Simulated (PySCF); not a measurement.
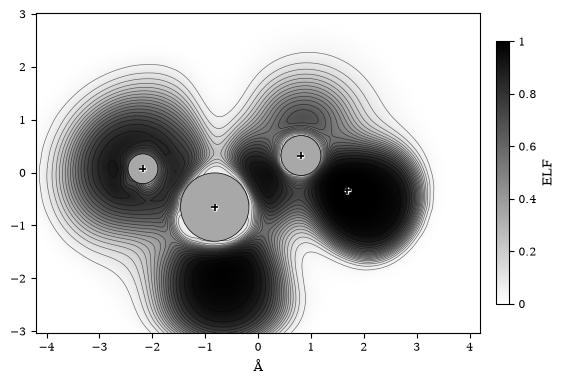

The electron localisation function on a plane through atoms (crosses mark nuclei in the plane; grey discs cover the cores).

All numbers below come from Gaussian-basis quantum chemistry of an isolated molecule with PySCF, energy and nuclear gradient, functional PBE0 in PySCF 2.14.0.

Candidates:
A. CH3OSi (doublet)
B. AlGaH3O2 (charge +1)
C. C2H5Ga

> Which system is this?

Candidate A: CH3OSi on the plane of atoms C1, Si3 and O2, which holds C, O, Si and H. Si–O (1.54 Å): the ELF peaks at about 0.85 between the atoms, as expected for a short, strongly polar bond. C–Si (1.90 Å): the ELF peaks at about 0.95 between the atoms, as expected for a shared electron pair.
